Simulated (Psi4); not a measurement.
SiH3: single-point calculation

SiH3, multiplicity 4, SMILES [SiH3], computed with MP2/6-311+G**, UHF (Psi4 1.11).

The geometry is that of the parent species in another charge or spin state. The geometry comes from this level: PBE0-D4/def2-TZVP.

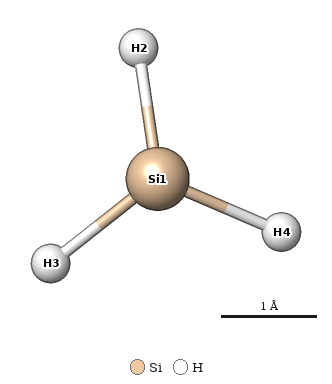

*The input geometry (ball-and-stick view, seen on its broad side; atoms are numbered from 1 in the order of the input).*

Input (calc.inp)
```
memory 1600 MB

molecule {
  0 4
  Si     0.55516374    -0.05083363    -0.30997178
  H      1.05664036     1.25723479     2.12386319
  H     -0.42337424    -2.64873462     0.11362923
  H     -1.18842986     1.44233346    -1.92750175
  units au
  symmetry c1
}

set globals {
  reference       uhf
  puream          true
  scf_type        df
  num_frozen_docc 5
  maxiter         100
}

energy_value, wavefunction = energy('mp2/6-311+G**', return_wfn=True)
print_variables()
```

Hardware: 1 thread of Intel Xeon (Granite Rapids), 96 GiB of memory available, shared host.

Command:
```bash
psi4 -n 1 calc.inp calc.out
```

The program's output
```
Psi4 1.11 release

   => Loading Basis Set <=

    Name: 6-311+G**
    Role: ORBITAL
    Keyword: BASIS

         ---------------------------------------------------------
                                   SCF
                              UHF Reference
                        1 Threads,   1525 MiB Core
         ---------------------------------------------------------

  ==> Geometry <==

    Molecular point group: c1
    Full point group: C1

    Geometry (in Bohr), charge = 0, multiplicity = 4:

       Center              X                  Y                   Z               Mass
    ------------   -----------------  -----------------  -----------------  -----------------
         SI           0.072193634239    -0.006610418201    -0.040309423386    27.976926534650
         H            0.573670254239     1.301458001799     2.393525546614     1.007825032230
         H           -0.906344345761    -2.604511408201     0.383291586614     1.007825032230
         H           -1.671399965761     1.486556671799    -1.657839393386     1.007825032230

  Running in c1 symmetry.

  Rotational constants: A =      4.70245  B =      4.70238  C =      2.77977 [cm^-1]
  Rotational constants: A = 140975.81818  B = 140973.94662  C =  83335.43871 [MHz]
  Nuclear repulsion =   15.603296027937279

  Charge       = 0
  Multiplicity = 4
  Electrons    = 17
  Nalpha       = 10
  Nbeta        = 7

  ==> Algorithm <==

  SCF Algorithm Type is DF.
  DIIS enabled.
  MOM disabled.
  Fractional occupation disabled.
  Guess Type is SAD.
  Energy threshold   = 1.00e-08
  Density threshold  = 1.00e-08
  Integral threshold = 1.00e-12

  ==> Primary Basis <==

  Basis Set: 6-311+G**
    Blend: 6-311+G**
    Number of shells: 26
    Number of basis functions: 48
    Number of Cartesian functions: 49
    Spherical Harmonics?: true
    Max angular momentum: 2

   => Loading Basis Set <=

    Name: (6-311+G** AUX)
    Role: JKFIT
    Keyword: DF_BASIS_SCF

  ==> Integral Setup <==

  DFHelper Memory: AOs need 0.005 GiB; user supplied 1.118 GiB.
  SCF_SUBTYPE=INCORE selected. In-core MEM_DF algorithm will be used.
  Using in-core AOs.

  ==> MemDFJK: Density-Fitted J/K Matrices <==

    J tasked:                   Yes
    K tasked:                   Yes
    wK tasked:                   No
    Memory [MiB]:              1144
    Algorithm:                 Core
    Schwarz Cutoff:           1E-12
    Mask sparsity (%):       0.0000
    Fitting Condition:        1E-10

   => Auxiliary Basis Set <=

  Basis Set: (6-311+G** AUX)
    Blend: HEAVY-AUG-CC-PVTZ-JKFIT
    Number of shells: 72
    Number of basis functions: 236
    Number of Cartesian functions: 285
    Spherical Harmonics?: true
    Max angular momentum: 4

  Minimum eigenvalue in the overlap matrix is 1.6233835195E-02.
  Reciprocal condition number of the overlap matrix is 3.1691412445E-03.
    Using symmetric orthogonalization.

  ==> Pre-Iterations <==

  SCF Guess: Superposition of Atomic Densities via on-the-fly atomic UHF (no occupation information).

   -------------------------
    Irrep   Nso     Nmo
   -------------------------
     A         48      48
   -------------------------
    Total      48      48
   -------------------------

  ==> Iterations <==

                           Total Energy        Delta E     RMS |[F,P]|

   @DF-UHF iter SAD:  -290.09216823850727   -2.90092e+02   0.00000e+00
   @DF-UHF iter   1:  -290.26081742265183   -1.68649e-01   4.35086e-03 ADIIS/DIIS
   @DF-UHF iter   2:  -290.29774922353022   -3.69318e-02   1.35227e-03 ADIIS/DIIS
   @DF-UHF iter   3:  -290.30389710942075   -6.14789e-03   6.48295e-04 ADIIS/DIIS
   @DF-UHF iter   4:  -290.30673376524817   -2.83666e-03   2.35688e-04 ADIIS/DIIS
   @DF-UHF iter   5:  -290.30761547019381   -8.81705e-04   1.64102e-04 ADIIS/DIIS
   @DF-UHF iter   6:  -290.30812834378980   -5.12874e-04   1.53596e-04 ADIIS/DIIS
   @DF-UHF iter   7:  -290.30913708807446   -1.00874e-03   1.45368e-04 ADIIS/DIIS
   @DF-UHF iter   8:  -290.31104041665458   -1.90333e-03   1.25525e-04 ADIIS/DIIS
   @DF-UHF iter   9:  -290.31114913561055   -1.08719e-04   1.16207e-04 ADIIS/DIIS
   @DF-UHF iter  10:  -290.31252207924439   -1.37294e-03   1.08066e-04 ADIIS/DIIS
   @DF-UHF iter  11:  -290.31245571286144    6.63664e-05   9.95564e-05 DIIS
   @DF-UHF iter  12:  -290.31240584777822    4.98651e-05   9.69327e-05 DIIS
   @DF-UHF iter  13:  -290.31241525667951   -9.40890e-06   8.58658e-05 DIIS
   @DF-UHF iter  14:  -290.31245734859186   -4.20919e-05   1.10162e-04 ADIIS/DIIS
   @DF-UHF iter  15:  -290.31248825793915   -3.09093e-05   5.38793e-05 DIIS
   @DF-UHF iter  16:  -290.31253376980857   -4.55119e-05   5.48956e-05 DIIS
   @DF-UHF iter  17:  -290.31256001612377   -2.62463e-05   1.38834e-05 DIIS
   @DF-UHF iter  18:  -290.31256291933994   -2.90322e-06   5.08650e-06 DIIS
   @DF-UHF iter  19:  -290.31256342083992   -5.01500e-07   3.40640e-06 DIIS
   @DF-UHF iter  20:  -290.31256372931784   -3.08478e-07   2.73625e-06 DIIS
   @DF-UHF iter  21:  -290.31256407295513   -3.43637e-07   2.14091e-06 DIIS
   @DF-UHF iter  22:  -290.31256434097173   -2.68017e-07   1.67281e-06 DIIS
   @DF-UHF iter  23:  -290.31256449047447   -1.49503e-07   1.33724e-06 DIIS
   @DF-UHF iter  24:  -290.31256464438610   -1.53912e-07   7.80337e-07 DIIS
   @DF-UHF iter  25:  -290.31256466397849   -1.95924e-08   5.81389e-07 DIIS
   @DF-UHF iter  26:  -290.31256467576156   -1.17831e-08   5.34582e-07 DIIS
   @DF-UHF iter  27:  -290.31256467781139   -2.04983e-09   5.19747e-07 DIIS
   @DF-UHF iter  28:  -290.31256468012174   -2.31034e-09   5.16633e-07 DIIS
   @DF-UHF iter  29:  -290.31256468013311   -1.13687e-11   5.16411e-07 DIIS
   @DF-UHF iter  30:  -290.31256468053789   -4.04782e-10   5.19709e-07 DIIS
   @DF-UHF iter  31:  -290.31256467687172    3.66617e-09   4.58021e-07 DIIS
   @DF-UHF iter  32:  -290.31256467219225    4.67946e-09   1.50279e-07 DIIS
   @DF-UHF iter  33:  -290.31256467272783   -5.35579e-10   6.86160e-08 DIIS
   @DF-UHF iter  34:  -290.31256467300648   -2.78646e-10   3.84220e-08 DIIS
   @DF-UHF iter  35:  -290.31256467308810   -8.16271e-11   1.93247e-08 DIIS
   @DF-UHF iter  36:  -290.31256467310391   -1.58025e-11   1.29725e-08 DIIS
   @DF-UHF iter  37:  -290.31256467310902   -5.11591e-12   9.82373e-09 DIIS
  Energy and wave function converged.

  ==> Post-Iterations <==

   @Spin Contamination Metric:   2.272875936E-02
   @S^2 Expected:                3.750000000E+00
   @S^2 Observed:                3.772728759E+00
   @S   Expected:                1.500000000E+00
   @S   Observed:                1.500000000E+00

    Orbital Energies [Eh]
    ---------------------

    Alpha Occupied:

       1A    -68.830097     2A     -6.181589     3A     -4.290012
       4A     -4.288567     5A     -4.280561     6A     -0.837047
       7A     -0.654777     8A     -0.551210     9A     -0.382364
      10A     -0.134397

    Alpha Virtual:

      11A      0.059915    12A      0.062410    13A      0.075436
      14A      0.080273    15A      0.107343    16A      0.142158
      17A      0.318061    18A      0.339868    19A      0.352834
      20A      0.427104    21A      0.452269    22A      0.468043
      23A      0.551132    24A      0.669987    25A      0.675554
      26A      0.823427    27A      0.975147    28A      1.020092
      29A      1.375524    30A      1.386831    31A      1.388624
      32A      1.423208    33A      1.533098    34A      1.562297
      35A      1.702526    36A      1.768683    37A      1.802871
      38A      2.036897    39A      2.271997    40A      2.344953
      41A      2.752318    42A      2.783279    43A      2.891726
      44A      5.945719    45A     12.148357    46A     12.255134
      47A     12.265750    48A    143.730084

    Beta Occupied:

       1A    -68.818235     2A     -6.165384     3A     -4.269781
       4A     -4.269723     5A     -4.260816     6A     -0.656247
       7A     -0.466698

    Beta Virtual:

       8A     -0.143128     9A      0.018216    10A      0.068958
      11A      0.078774    12A      0.083769    13A      0.110699
      14A      0.167016    15A      0.172417    16A      0.211952
      17A      0.361010    18A      0.371690    19A      0.407616
      20A      0.495840    21A      0.521423    22A      0.522058
      23A      0.613388    24A      0.754420    25A      0.758274
      26A      0.921557    27A      1.059132    28A      1.063820
      29A      1.407402    30A      1.422405    31A      1.443441
      32A      1.492406    33A      1.611542    34A      1.620618
      35A      1.756848    36A      1.826360    37A      1.829345
      38A      2.099487    39A      2.353495    40A      2.364482
      41A      2.829087    42A      2.844490    43A      2.906843
      44A      5.969375    45A     12.172203    46A     12.269593
      47A     12.274846    48A    143.739159

    Final Occupation by Irrep:
              A
    DOCC [     7 ]
    SOCC [     3 ]
    NA   [    10 ]
    NB   [     7 ]

  @DF-UHF Final Energy:  -290.31256467310902

   => Energetics <=

    Nuclear Repulsion Energy =             15.6032960279372794
    One-Electron Energy =                -432.4942200896986151
    Two-Electron Energy =                 126.5783593886523022
    Total Energy =                       -290.3125646731090228

  UHF NO Occupations:
  HONO-2 :    8  A 1.0000000
  HONO-1 :    9  A 1.0000000
  HONO-0 :   10  A 1.0000000
  LUNO+0 :   11  A 0.0087644
  LUNO+1 :   12  A 0.0026350
  LUNO+2 :   13  A 0.0000042
  LUNO+3 :   14  A 0.0000015

Computation Completed

Properties will be evaluated at   0.000000,   0.000000,   0.000000 [a0]

Properties computed using the SCF density matrix

 Multipole Moments:

 ------------------------------------------------------------------------------------
     Multipole            Electronic (a.u.)      Nuclear  (a.u.)        Total (a.u.)
 ------------------------------------------------------------------------------------

 L = 1.  Multiply by 2.5417464519 to convert [e a0] to [Debye]
 Dipole X            :          0.7624112           -0.9933632           -0.2309520
 Dipole Y            :         -0.2204301            0.0909574           -0.1294727
 Dipole Z            :         -0.1330127            0.5546458            0.4216332
 Magnitude           :                                                    0.4978720

 ------------------------------------------------------------------------------------

	total time  =          1 seconds =       0.02 minutes

  //>>>>>>>>>>>>>>>>>>>>>>>>>>>>>>>>>>>//
  //               DFMP2               //
  //<<<<<<<<<<<<<<<<<<<<<<<<<<<<<<<<<<<//

   => Loading Basis Set <=

    Name: (6-311+G** AUX)
    Role: RIFIT
    Keyword: DF_BASIS_MP2

	 --------------------------------------------------------
	                          DF-MP2
	      2nd-Order Density-Fitted Moller-Plesset Theory
	              UMP2 Wavefunction,   1 Threads

	 --------------------------------------------------------

	 --------------------------------------------------------
	                 NBF =    48, NAUX =   237
	 --------------------------------------------------------
	   CLASS    FOCC     OCC    AOCC    AVIR     VIR    FVIR
	   ALPHA       5      10       5      38      38       0
	    BETA       5       7       2      41      41       0
	 --------------------------------------------------------

	-----------------------------------------------------------
	 ==================> DF-MP2 Energies <====================
	-----------------------------------------------------------
	 Reference Energy          =    -290.3125646731090228 [Eh]
	 Singles Energy            =      -0.0000000000000000 [Eh]
	 Same-Spin Energy          =      -0.0162666178106147 [Eh]
	 Opposite-Spin Energy      =      -0.0748364187677882 [Eh]
	 Correlation Energy        =      -0.0911030365784029 [Eh]
	 Total Energy              =    -290.4036677096873973 [Eh]
	-----------------------------------------------------------
	 ================> DF-SCS-MP2 Energies <==================
	-----------------------------------------------------------
	 SCS Same-Spin Scale       =       0.3333333333333333 [-]
	 SCS Opposite-Spin Scale   =       1.2000000000000000 [-]
	 SCS Same-Spin Energy      =      -0.0054222059368716 [Eh]
	 SCS Opposite-Spin Energy  =      -0.0898037025213458 [Eh]
	 SCS Correlation Energy    =      -0.0952259084582174 [Eh]
	 SCS Total Energy          =    -290.4077905815672125 [Eh]
	-----------------------------------------------------------

	total time  =          0 seconds =       0.00 minutes

  Variable Map:
  ----------------------------------------------------------------------------
  "CURRENT CORRELATION ENERGY"           =>      -0.091103036578
  "CURRENT ENERGY"                       =>    -290.403667709687
  "CURRENT REFERENCE ENERGY"             =>    -290.312564673109
  "CUSTOM SCS-MP2 CORRELATION ENERGY"    =>      -0.095225908458
  "CUSTOM SCS-MP2 TOTAL ENERGY"          =>    -290.407790581567
  "DD SOLVATION ENERGY"                  =>       0.000000000000
  "HF KINETIC ENERGY"                    =>     290.760844398313
  "HF POTENTIAL ENERGY"                  =>    -581.073409071422
  "HF TOTAL ENERGY"                      =>    -290.312564673109
  "HF VIRIAL RATIO"                      =>       1.998458252774
  "MP2 CORRELATION ENERGY"               =>      -0.091103036578
  "MP2 DOUBLES ENERGY"                   =>      -0.091103036578
  "MP2 OPPOSITE-SPIN CORRELATION ENERGY" =>      -0.074836418768
  "MP2 SAME-SPIN CORRELATION ENERGY"     =>      -0.016266617811
  "MP2 SINGLES ENERGY"                   =>      -0.000000000000
  "MP2 TOTAL ENERGY"                     =>    -290.403667709687
  "NUCLEAR REPULSION ENERGY"             =>      15.603296027937
  "ONE-ELECTRON ENERGY"                  =>    -432.494220089699
  "PCM POLARIZATION ENERGY"              =>       0.000000000000
  "PE ENERGY"                            =>       0.000000000000
  "SCF ITERATION ENERGY"                 =>    -290.312564673109
  "SCF ITERATIONS"                       =>      37.000000000000
  "SCF TOTAL ENERGY"                     =>    -290.312564673109
  "SCS-MP2 CORRELATION ENERGY"           =>      -0.095225908458
  "SCS-MP2 TOTAL ENERGY"                 =>    -290.407790581567
  "TWO-ELECTRON ENERGY"                  =>     126.578359388652

  Array Variable Map:
  ----------------------------------------------------------------------------
  "CURRENT DIPOLE"                       =>      -0.230952004533 ... 0.421633157340 1 by 3
  "SCF DIPOLE"                           =>      -0.230952004533 ... 0.421633157340 1 by 3
  "SCF TOTAL ENERGIES"                   =>    -290.092168238507 ... -290.312564673109 1 by 38

    Psi4 run time: 0:00:00.67
```

Summary

```tsv
quantity	value
outcome	converged
total energy	−290.403668 hartree
SCF energy	−290.312565 hartree
MP2 energy	−290.403668 hartree
correlation energy	−0.091103 hartree
basis functions	48
⟨S²⟩	3.773
wall time	1.4 s
peak memory	0.19 GiB
```
